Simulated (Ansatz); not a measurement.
**Zn₁₆HCO: geometry relaxation (part 2 of 2)**

Continued. System: Zn₁₆HCO (slab, 19 atoms in the cell). Method: DFT PBE-D3(BJ), scalar-relativistic, plane waves, PAW, no spin polarisation (Ansatz 0.2.0); cutoff 420 eV, 4×4×1 k-mesh, Fermi–Dirac smearing of 0.15 eV. The input holds or restrains some coordinates. Forces given for the steps count only the free coordinates. It belongs to a series of runs on one base structure; here: start relaxed.

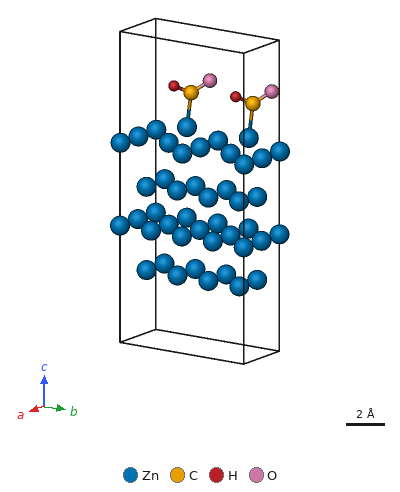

Figure 1. The geometry at step 11 of the log (ball-and-stick view of the 1 × 2 repeat of the cell, with the vacuum cut short, seen slightly off an axis).

**Output, continued**
```
--- Relaxed structure (21 steps of the walk, 19 accepted, 0 SCFs on fresh bases) ---
  F+E_penalty+E_count = -53941.18453622 eV   max|allowed force component| = 4.009e-2 eV/Å
  atoms:
    - { symbol: Zn, position: [-0.1666667, 0.3333333, 0.0515319] }
    - { symbol: Zn, position: [0.33333330000000005, 0.3333333, 0.0515319] }
    - { symbol: Zn, position: [-0.1666667, 0.8333333, 0.0515319] }
    - { symbol: Zn, position: [0.33333330000000005, 0.8333333, 0.0515319] }
    - { symbol: Zn, position: [-0.002162283558511075, 0.0001686468516718356, 0.17373618827192364] }
    - { symbol: Zn, position: [0.49958114446058516, 9.495760173409856e-5, 0.1736320832708299] }
    - { symbol: Zn, position: [-0.001088520931655207, 0.4995866929376779, 0.17525243753394512] }
    - { symbol: Zn, position: [0.4996969538865681, 0.49825430731816844, 0.17364934332599377] }
    - { symbol: Zn, position: [-0.16635404127734263, 0.3341242182058234, 0.2902024576230885] }
    - { symbol: Zn, position: [0.3290470888297672, 0.3345810177405201, 0.2900571594381996] }
    - { symbol: Zn, position: [-0.16587600581807316, 0.829824164058748, 0.2904264044420541] }
    - { symbol: Zn, position: [0.3318638294244087, 0.8323837003081026, 0.28629395678963027] }
    - { symbol: Zn, position: [-0.0022379702502676626, -0.0016211783072073431, 0.40809015947904165] }
    - { symbol: Zn, position: [0.4961975549312697, -0.0011173947678715017, 0.4063365688145374] }
    - { symbol: Zn, position: [-0.0029317871782030824, 0.497545916258065, 0.4308465597828159] }
    - { symbol: Zn, position: [0.4966352240865188, 0.49862209608920216, 0.40750201260669844] }
    - { symbol: C, position: [-0.01256030171089395, 0.5218860799396726, 0.5385095546067413] }
    - { symbol: H, position: [0.18145999811516006, 0.34420801427009573, 0.5657996456760567] }
    - { symbol: O, position: [-0.2096886308211316, 0.7102750361681807, 0.5708761150958134] }
```

**Trajectory as extended XYZ (Å, eV, eV/Å), 11 of the 21 frames kept, from step=1 to step=21**
```
19
Lattice="5.3200 0.0000 0.0000 2.6600 4.6073 0.0000 0.0000 0.0000 19.4054" Properties=species:S:1:pos:R:3:forces:R:3 step=1 energy=-53939.46305
Zn    0.0000    1.5358    1.0000    0.0183   0.0072   0.0599
Zn    2.6600    1.5358    1.0000   -0.0211  -0.0227   0.0624
Zn    1.3300    3.8394    1.0000   -0.0162  -0.0037   0.0956
Zn    3.9900    3.8394    1.0000    0.0201   0.0200   0.0992
Zn    0.0000    0.0000    3.4685    0.0148  -0.0167   0.2100
Zn    2.6600    0.0000    3.4685   -0.0221  -0.0371   0.1984
Zn    1.3300    2.3036    3.4685   -0.0183   0.0144   0.2499
Zn    3.9900    2.3036    3.4685    0.0140   0.0337   0.2070
Zn    0.0000    1.5358    5.9370    0.0421  -0.0149  -0.2913
Zn    2.6600    1.5358    5.9370   -0.0301   0.0549  -0.0779
Zn    1.3300    3.8394    5.9370   -0.0107  -0.0498  -0.1100
Zn    3.9900    3.8394    5.9370   -0.0193  -0.0101  -0.1893
Zn    0.0000    0.0000    8.4054    0.0863   1.0937  -1.0604
Zn    2.6600    0.0000    8.4054   -0.0913   0.0858  -0.5370
Zn    1.3300    2.3036    8.4054   -0.9657  -0.4881  -0.8230
Zn    3.9900    2.3036    8.4054    0.9605  -0.4227  -0.6485
C     2.6205    3.1469    9.8054    0.4912  -2.0249   1.1261
H     3.0119    2.2813   10.3554    1.1913  -1.8302  -0.8501
O     2.3115    3.8303   10.7554   -1.6438   3.6115   2.2790
19
Lattice="5.3200 0.0000 0.0000 2.6600 4.6073 0.0000 0.0000 0.0000 19.4054" Properties=species:S:1:pos:R:3:forces:R:3 step=3 energy=-53940.57610
Zn    0.0000    1.5358    1.0000    0.0235   0.0099   0.1197
Zn    2.6600    1.5358    1.0000   -0.0323  -0.0148   0.1230
Zn    1.3300    3.8394    1.0000   -0.0157  -0.0171   0.1330
Zn    3.9900    3.8394    1.0000    0.0174   0.0168   0.1324
Zn   -0.0050   -0.0075    3.4914   -0.0098  -0.0133  -0.0343
Zn    2.6539   -0.0059    3.5009    0.0094   0.0062  -0.0116
Zn    1.3267    2.3033    3.5076    0.0178   0.0081  -0.0319
Zn    3.9838    2.3030    3.4866   -0.0158  -0.0051  -0.0442
Zn   -0.0003    1.5239    5.7424   -0.0084   0.0007  -0.0986
Zn    2.6527    1.5508    5.8194    0.0051   0.0278  -0.0492
Zn    1.3277    3.8224    5.8305    0.0342  -0.0166  -0.0039
Zn    3.9739    3.8272    5.7842   -0.0244  -0.0174  -0.0509
Zn   -0.0073   -0.0156    8.2609    0.0526   0.1803  -0.2380
Zn    2.6425    0.0205    8.0218   -0.0175  -0.0208  -0.0409
Zn    1.2952    2.2789    8.2596    0.1001   0.0179  -0.0023
Zn    4.0555    2.2851    8.2207    0.1054  -0.0395  -0.4116
C     2.5865    3.0892    9.9255   -0.5636   0.9470   2.0855
H     3.2275    2.2598   10.3852   -0.2812   0.3655  -0.2183
O     2.1836    3.9976   10.7147    0.6027  -1.4360  -1.3567
19
Lattice="5.3200 0.0000 0.0000 2.6600 4.6073 0.0000 0.0000 0.0000 19.4054" Properties=species:S:1:pos:R:3:forces:R:3 step=5 energy=-53940.90558
Zn    0.0000    1.5358    1.0000    0.0326   0.0090   0.0108
Zn    2.6600    1.5358    1.0000   -0.0287  -0.0167   0.0176
Zn    1.3300    3.8394    1.0000   -0.0131  -0.0206   0.0270
Zn    3.9900    3.8394    1.0000    0.0300   0.0208   0.0049
Zn    0.0056   -0.0127    3.3681   -0.0019   0.0104   0.0037
Zn    2.6736   -0.0052    3.4026    0.0106   0.0042  -0.0220
Zn    1.3463    2.3094    3.3829   -0.0009  -0.0020   0.0185
Zn    3.9950    2.3034    3.3587    0.0079  -0.0096   0.0088
Zn    0.0235    1.5239    5.5503    0.0389  -0.0163  -0.0131
Zn    2.6669    1.5534    5.6424   -0.0250  -0.0364  -0.0390
Zn    1.3592    3.8183    5.6984    0.0019   0.0114  -0.0635
Zn    3.9905    3.8324    5.6042    0.0132   0.0408  -0.0766
Zn    0.0323    0.0087    8.0912    0.0891   0.1289  -0.3317
Zn    2.6618    0.0257    7.8443   -0.0158  -0.0117   0.0476
Zn    1.3610    2.3014    8.1263    0.1483   0.0762   0.2576
Zn    4.1008    2.2913    7.8259    0.0061  -0.0322  -0.0396
C     2.4222    3.0414    9.9982   -0.3525   0.1319  -0.0960
H     3.1560    2.2907   10.3804    0.0133  -0.0281   0.1454
O     2.0858    4.0149   10.6428    0.0454  -0.2602   0.1391
19
Lattice="5.3200 0.0000 0.0000 2.6600 4.6073 0.0000 0.0000 0.0000 19.4054" Properties=species:S:1:pos:R:3:forces:R:3 step=7 energy=-53940.98823 accepted=F
Zn    0.0000    1.5358    1.0000    0.0461   0.0096  -0.0557
Zn    2.6600    1.5358    1.0000   -0.0203   0.0021  -0.0342
Zn    1.3300    3.8394    1.0000    0.0126  -0.0246  -0.0285
Zn    3.9900    3.8394    1.0000    0.0256   0.0208  -0.0605
Zn    0.0216   -0.0031    3.3302    0.0055   0.0085   0.0154
Zn    2.6955    0.0040    3.3490    0.0024   0.0099  -0.0009
Zn    1.3646    2.3169    3.3537    0.0073  -0.0016  -0.0012
Zn    4.0140    2.3068    3.3264    0.0035   0.0000   0.0202
Zn    0.0591    1.5340    5.5059    0.0183   0.0126  -0.0617
Zn    2.6852    1.5572    5.5888    0.0005   0.0102  -0.0175
Zn    1.3827    3.8281    5.6336   -0.0095  -0.0135  -0.0042
Zn    4.0237    3.8508    5.5206    0.0255   0.0064  -0.0056
Zn    0.0964    0.0685    7.9075    0.0811  -0.0179  -0.0573
Zn    2.7031    0.0506    7.8142    0.0208   0.0143   0.0428
Zn    1.4310    2.3601    8.2368   -0.0105   0.0025  -0.0812
Zn    4.1503    2.3137    7.7086   -0.0367   0.0834   0.1930
C     2.2679    2.9944   10.0744   -0.5721   0.5740   1.7682
H     2.9773    2.2326   10.5453   -0.1541   0.3591  -0.4336
O     1.8411    3.8956   10.7993    0.5544  -1.0559  -1.1979
19
Lattice="5.3200 0.0000 0.0000 2.6600 4.6073 0.0000 0.0000 0.0000 19.4054" Properties=species:S:1:pos:R:3:forces:R:3 step=9 energy=-53941.07480
Zn    0.0000    1.5358    1.0000    0.0489   0.0124  -0.0618
Zn    2.6600    1.5358    1.0000   -0.0183   0.0058  -0.0437
Zn    1.3300    3.8394    1.0000    0.0141  -0.0243  -0.0417
Zn    3.9900    3.8394    1.0000    0.0279   0.0208  -0.0708
Zn    0.0251    0.0010    3.3260    0.0052   0.0085   0.0084
Zn    2.6998    0.0079    3.3433   -0.0006   0.0084  -0.0061
Zn    1.3687    2.3193    3.3476    0.0040  -0.0026   0.0040
Zn    4.0178    2.3090    3.3216    0.0035   0.0002   0.0112
Zn    0.0617    1.5411    5.4970   -0.0092   0.0302   0.0210
Zn    2.6899    1.5611    5.5800    0.0179   0.0073  -0.0042
Zn    1.3850    3.8288    5.6206   -0.0152  -0.0004  -0.0013
Zn    4.0329    3.8547    5.5067    0.0226  -0.0150  -0.0112
Zn    0.1101    0.0767    7.8534    0.0068  -0.0033  -0.0572
Zn    2.7157    0.0571    7.8146    0.0497   0.0002   0.0220
Zn    1.4252    2.3588    8.2515   -0.0501  -0.0095  -0.0619
Zn    4.1375    2.3332    7.7361   -0.0213   0.0322   0.1025
C     2.1810    2.9311   10.1289   -0.0544   0.1177   0.2693
H     2.9568    2.2253   10.5312   -0.0158  -0.0195   0.0159
O     1.8337    3.8920   10.7747   -0.0180  -0.1701  -0.0951
19
Lattice="5.3200 0.0000 0.0000 2.6600 4.6073 0.0000 0.0000 0.0000 19.4054" Properties=species:S:1:pos:R:3:forces:R:3 step=11 energy=-53941.12993
Zn    0.0000    1.5358    1.0000    0.0440   0.0133  -0.0384
Zn    2.6600    1.5358    1.0000   -0.0073   0.0176  -0.0262
Zn    1.3300    3.8394    1.0000    0.0250  -0.0157  -0.0252
Zn    3.9900    3.8394    1.0000    0.0209   0.0196  -0.0484
Zn    0.0330    0.0146    3.3445    0.0033   0.0064   0.0081
Zn    2.7056    0.0191    3.3482   -0.0018   0.0043   0.0116
Zn    1.3744    2.3267    3.3666   -0.0005  -0.0037   0.0068
Zn    4.0263    2.3175    3.3380    0.0039  -0.0016   0.0103
Zn    0.0686    1.5605    5.5415   -0.0045   0.0016   0.0097
Zn    2.7026    1.5736    5.6018    0.0078  -0.0009  -0.0042
Zn    1.3909    3.8427    5.6294    0.0056   0.0100  -0.0063
Zn    4.0471    3.8649    5.5226    0.0010   0.0019  -0.0016
Zn    0.1141    0.0759    7.8669   -0.0031  -0.0029  -0.0169
Zn    2.7395    0.0663    7.8479    0.0139  -0.0123   0.0151
Zn    1.4261    2.3579    8.3033   -0.0273   0.0014  -0.0363
Zn    4.1253    2.3546    7.8072   -0.0181   0.0060   0.0516
C     1.9815    2.8118   10.2765   -0.0204   0.0762   0.0997
H     2.7500    2.1167   10.7108   -0.0207  -0.0377   0.0263
O     1.5559    3.7370   10.9204   -0.0232  -0.0843  -0.0363
19
Lattice="5.3200 0.0000 0.0000 2.6600 4.6073 0.0000 0.0000 0.0000 19.4054" Properties=species:S:1:pos:R:3:forces:R:3 step=13 energy=-53941.15504
Zn    0.0000    1.5358    1.0000    0.0347   0.0129  -0.0041
Zn    2.6600    1.5358    1.0000    0.0031   0.0242   0.0010
Zn    1.3300    3.8394    1.0000    0.0300  -0.0062   0.0009
Zn    3.9900    3.8394    1.0000    0.0130   0.0160  -0.0150
Zn    0.0372    0.0256    3.3683   -0.0017  -0.0032  -0.0055
Zn    2.7067    0.0273    3.3644    0.0001  -0.0017   0.0071
Zn    1.3754    2.3307    3.3924   -0.0021   0.0002   0.0010
Zn    4.0310    2.3231    3.3625   -0.0021   0.0007  -0.0020
Zn    0.0686    1.5741    5.5952   -0.0025  -0.0007   0.0147
Zn    2.7075    1.5803    5.6302   -0.0012   0.0014  -0.0027
Zn    1.3921    3.8566    5.6407    0.0018   0.0005  -0.0007
Zn    4.0509    3.8724    5.5498   -0.0065  -0.0019   0.0004
Zn    0.0988    0.0656    7.8949   -0.0162  -0.0097   0.0067
Zn    2.7410    0.0600    7.8899   -0.0050  -0.0063  -0.0077
Zn    1.4114    2.3525    8.3415   -0.0316  -0.0186   0.0307
Zn    4.0921    2.3603    7.8927   -0.0111  -0.0125  -0.0181
C     1.7283    2.6567   10.3970    0.1188   0.3443   0.0893
H     2.4919    1.9740   10.8652   -0.1271  -0.0642   0.0196
O     1.2520    3.5671   11.0297    0.0057  -0.2752  -0.1153
19
Lattice="5.3200 0.0000 0.0000 2.6600 4.6073 0.0000 0.0000 0.0000 19.4054" Properties=species:S:1:pos:R:3:forces:R:3 step=15 energy=-53941.16513
Zn    0.0000    1.5358    1.0000    0.0312   0.0114  -0.0027
Zn    2.6600    1.5358    1.0000    0.0010   0.0232   0.0019
Zn    1.3300    3.8394    1.0000    0.0274  -0.0074   0.0019
Zn    3.9900    3.8394    1.0000    0.0099   0.0139  -0.0143
Zn    0.0312    0.0227    3.3681   -0.0020  -0.0013  -0.0032
Zn    2.7007    0.0240    3.3651   -0.0004  -0.0012   0.0036
Zn    1.3685    2.3273    3.3935   -0.0022  -0.0005  -0.0004
Zn    4.0251    2.3200    3.3627   -0.0014  -0.0008   0.0004
Zn    0.0606    1.5699    5.6009   -0.0019  -0.0006   0.0028
Zn    2.6988    1.5755    5.6281   -0.0002   0.0010   0.0031
Zn    1.3836    3.8526    5.6397    0.0010   0.0006   0.0034
Zn    4.0412    3.8680    5.5497   -0.0046  -0.0015   0.0046
Zn    0.0824    0.0570    7.9001   -0.0094  -0.0062   0.0054
Zn    2.7249    0.0517    7.8882   -0.0027  -0.0030  -0.0060
Zn    1.3969    2.3460    8.3490   -0.0156  -0.0101   0.0130
Zn    4.0755    2.3516    7.8917   -0.0089  -0.0074  -0.0094
C     1.6879    2.6338   10.4089    0.0585   0.1862   0.1032
H     2.4145    1.9209   10.8929   -0.0982  -0.0175  -0.0127
O     1.1928    3.5291   11.0462    0.0184  -0.1789  -0.0946
19
Lattice="5.3200 0.0000 0.0000 2.6600 4.6073 0.0000 0.0000 0.0000 19.4054" Properties=species:S:1:pos:R:3:forces:R:3 step=17 energy=-53941.17569
Zn    0.0000    1.5358    1.0000    0.0213   0.0083   0.0024
Zn    2.6600    1.5358    1.0000   -0.0049   0.0195   0.0032
Zn    1.3300    3.8394    1.0000    0.0188  -0.0116   0.0024
Zn    3.9900    3.8394    1.0000    0.0013   0.0069  -0.0123
Zn    0.0139    0.0136    3.3672   -0.0014   0.0012   0.0022
Zn    2.6838    0.0142    3.3675   -0.0020   0.0001  -0.0024
Zn    1.3496    2.3172    3.3956   -0.0008  -0.0016  -0.0016
Zn    4.0084    2.3104    3.3642   -0.0009  -0.0024   0.0028
Zn    0.0378    1.5572    5.6116   -0.0020  -0.0003  -0.0070
Zn    2.6745    1.5617    5.6249   -0.0006  -0.0022   0.0031
Zn    1.3602    3.8404    5.6386   -0.0036   0.0001   0.0016
Zn    4.0146    3.8547    5.5506    0.0005  -0.0014   0.0028
Zn    0.0372    0.0310    7.9107    0.0010  -0.0035  -0.0025
Zn    2.6818    0.0270    7.8820    0.0038   0.0018   0.0030
Zn    1.3540    2.3231    8.3584    0.0056   0.0007  -0.0008
Zn    4.0279    2.3263    7.8890   -0.0057   0.0042   0.0149
C     1.5678    2.5628   10.4326    0.1194  -0.1179   0.0946
H     2.2153    1.7859   10.9433   -0.1287   0.1063  -0.0968
O     1.0742    3.4573   11.0668   -0.0212  -0.0083  -0.0095
19
Lattice="5.3200 0.0000 0.0000 2.6600 4.6073 0.0000 0.0000 0.0000 19.4054" Properties=species:S:1:pos:R:3:forces:R:3 step=19 energy=-53941.18229
Zn    0.0000    1.5358    1.0000    0.0094   0.0033   0.0169
Zn    2.6600    1.5358    1.0000   -0.0087   0.0173   0.0119
Zn    1.3300    3.8394    1.0000    0.0128  -0.0132   0.0099
Zn    3.9900    3.8394    1.0000   -0.0113  -0.0011  -0.0014
Zn   -0.0033    0.0064    3.3751   -0.0009  -0.0020  -0.0005
Zn    2.6653    0.0059    3.3725    0.0005  -0.0007  -0.0016
Zn    1.3310    2.3072    3.4042    0.0006   0.0008  -0.0016
Zn    3.9914    2.3010    3.3735   -0.0012   0.0004  -0.0022
Zn    0.0134    1.5475    5.6347    0.0012  -0.0027  -0.0050
Zn    2.6515    1.5490    5.6344   -0.0032   0.0008   0.0023
Zn    1.3352    3.8310    5.6407    0.0002  -0.0032   0.0015
Zn    3.9905    3.8422    5.5612   -0.0018   0.0010  -0.0007
Zn   -0.0026    0.0032    7.9225    0.0015   0.0020   0.0012
Zn    2.6508    0.0041    7.8933   -0.0068   0.0015  -0.0025
Zn    1.3167    2.3002    8.3654    0.0210   0.0014   0.0124
Zn    3.9803    2.3075    7.9221    0.0074  -0.0021  -0.0154
C     1.3787    2.4425   10.4575    0.0438  -0.0599   0.1712
H     1.9691    1.6345   10.9903   -0.1103   0.1293  -0.1288
O     0.8373    3.3138   11.0880    0.0462  -0.0729  -0.0679
19
Lattice="5.3200 0.0000 0.0000 2.6600 4.6073 0.0000 0.0000 0.0000 19.4054" Properties=species:S:1:pos:R:3:forces:R:3 step=21 energy=-53941.18454
Zn    0.0000    1.5358    1.0000    0.0072   0.0014   0.0146
Zn    2.6600    1.5358    1.0000   -0.0134   0.0152   0.0073
Zn    1.3300    3.8394    1.0000    0.0092  -0.0170   0.0050
Zn    3.9900    3.8394    1.0000   -0.0155  -0.0040  -0.0061
Zn   -0.0111    0.0008    3.3714    0.0004   0.0012   0.0006
Zn    2.6580    0.0004    3.3694    0.0009   0.0005  -0.0010
Zn    1.3231    2.3017    3.4009    0.0003  -0.0001  -0.0010
Zn    3.9837    2.2956    3.3697    0.0011  -0.0007   0.0013
Zn    0.0038    1.5394    5.6315    0.0013  -0.0015  -0.0056
Zn    2.6405    1.5415    5.6287   -0.0010  -0.0011   0.0010
Zn    1.3249    3.8232    5.6359    0.0001  -0.0011   0.0007
Zn    3.9797    3.8350    5.5557    0.0018   0.0014  -0.0005
Zn   -0.0162   -0.0075    7.9192    0.0033   0.0014  -0.0014
Zn    2.6368   -0.0051    7.8851    0.0015   0.0015   0.0008
Zn    1.3079    2.2923    8.3608    0.0168  -0.0004  -0.0269
Zn    3.9684    2.2973    7.9078    0.0012   0.0024   0.0027
C     1.3214    2.4045   10.4500   -0.0401   0.0342   0.0342
H     1.8810    1.5859   10.9796    0.0175  -0.0336  -0.0142
O     0.7738    3.2724   11.0781    0.0073   0.0006  -0.0116
```

The run was set up as follows.

**The input**
```yaml
crystal:
  lattice:
    - [5.32, 0.0, 0.0]
    - [2.66, 4.607255, 0.0]
    - [0.0, 0.0, 19.40544]
  atoms:
    - { symbol: Zn, position: [-0.1666667, 0.3333333, 0.0515319] }
    - { symbol: Zn, position: [0.3333333, 0.3333333, 0.0515319] }
    - { symbol: Zn, position: [-0.1666667, 0.8333333, 0.0515319] }
    - { symbol: Zn, position: [0.3333333, 0.8333333, 0.0515319] }
    - { symbol: Zn, position: [0.0, 0.0, 0.1787375] }
    - { symbol: Zn, position: [0.5, 0.0, 0.1787375] }
    - { symbol: Zn, position: [0.0, 0.5, 0.1787375] }
    - { symbol: Zn, position: [0.5, 0.5, 0.1787375] }
    - { symbol: Zn, position: [-0.1666667, 0.3333333, 0.3059431] }
    - { symbol: Zn, position: [0.3333333, 0.3333333, 0.3059431] }
    - { symbol: Zn, position: [-0.1666667, 0.8333333, 0.3059431] }
    - { symbol: Zn, position: [0.3333333, 0.8333333, 0.3059431] }
    - { symbol: Zn, position: [0.0, 0.0, 0.4331486] }
    - { symbol: Zn, position: [0.5, 0.0, 0.4331486] }
    - { symbol: Zn, position: [0.0, 0.5, 0.4331486] }
    - { symbol: Zn, position: [0.5, 0.5, 0.4331486] }
    - { symbol: C, position: [0.1510584, 0.6830274, 0.5052934] }
    - { symbol: H, position: [0.318576, 0.4951477, 0.5336359] }
    - { symbol: O, position: [0.0188077, 0.8313534, 0.5542487] }
basis:
  ecutwfc: 420.0
kpoints:
  mp_grid: { grid: [4, 4, 1] }
hamiltonian:
  xc: pbe
  dispersion: d3bj
scf:
  occupations: { method: fermi_dirac, width: 0.15 }
  lower_state_search: "off"
relax:
  f_tol: 0.08
  max_steps: 25
  adjacent_minimum: "off"
  constraints: [{ sites: [0, 1, 2, 3] }]
```

Launched with:
```bash
ansatz run input.yaml --threads 4 --pin off --max-ram 10240MiB --backend cpu --events-out ev --progress --plain --runs-dir out
```

**Summary**

```csv
quantity,value
outcome,converged under the restraints of the input
electrons treated,203
free energy,−53941.1845 eV
Fermi energy,3.827 eV
final volume,475.64 Å³
"largest force (length of the vector) at the end, held atoms and coordinates included",0.063 eV/Å
hardware,"4 threads of Intel Xeon (Sapphire Rapids), 16 GiB of memory available, shared host"
wall time,2.9 min (CPU time 11 min)
peak memory,1.6 GiB
```

**Notes**

The cell holds an odd number of electrons but the run has no spin polarisation, so a band is left half filled.
